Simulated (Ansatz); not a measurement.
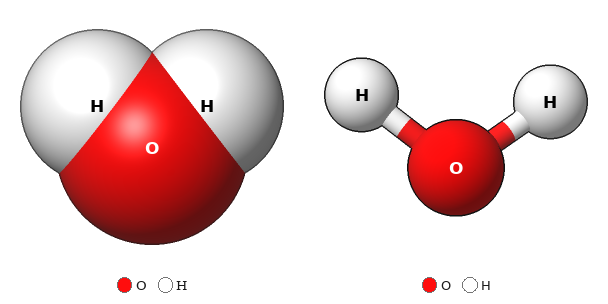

Two views of one molecule.

The computed structure is the end point of a PBE0-D4/def2-TZVP optimisation.

> Give the formula.

H₂O, 3 atoms: 2 hydrogen and 1 oxygen.

> How many bonds of each kind are drawn?

2 O–H. Sticks follow a distance rule.

> Which point group does it belong to?

C2v.

The parts below concern this one geometry. Atoms keep their numbers from picture to picture.

## Vibrations

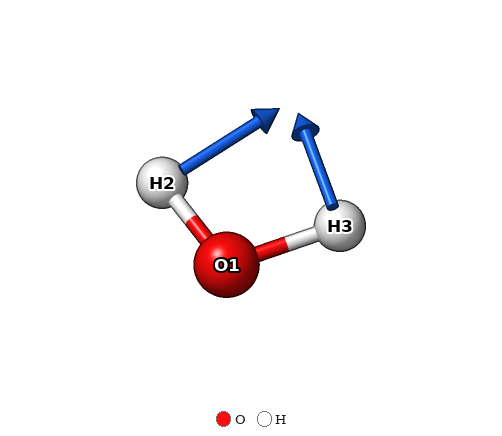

The arrows show one normal mode. Harmonic vibrations computed with RKS PBE0-D4/def2-TZVP (Ansatz 0.2.0) at a stationary point of the same level.

> Describe the motion.

Mostly H–O–H bending.

> At what wavenumber does it lie?

1623 cm⁻¹; it is mode 1 of 3 counted from the lowest.

## Dipole moment

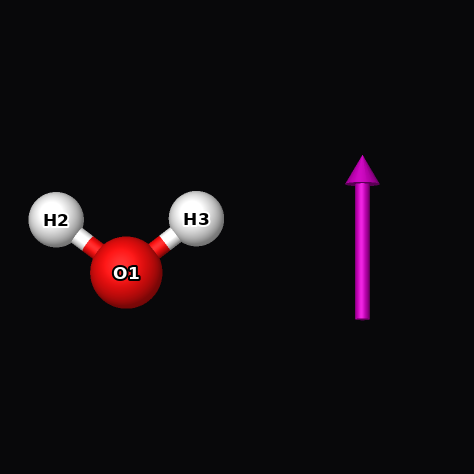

The arrow beside the molecule shows the direction of the dipole moment, from the negative to the positive end (its length means nothing). Level of theory: RKS PBE0-D4/def2-TZVP (Ansatz 0.2.0).

> How large is the dipole moment?

2.07 D; it points from the side of O1 to the side of H2, H3 (the outermost atoms at the two ends).

## Electronic properties

Level of theory: RKS PBE0-D4/def2-TZVPP (Ansatz 0.2.0).

Predict the main results.

- HOMO energy (Kohn–Sham orbital): −8.90 eV
- LUMO energy (Kohn–Sham orbital): 0.85 eV
- HOMO–LUMO gap: 9.75 eV
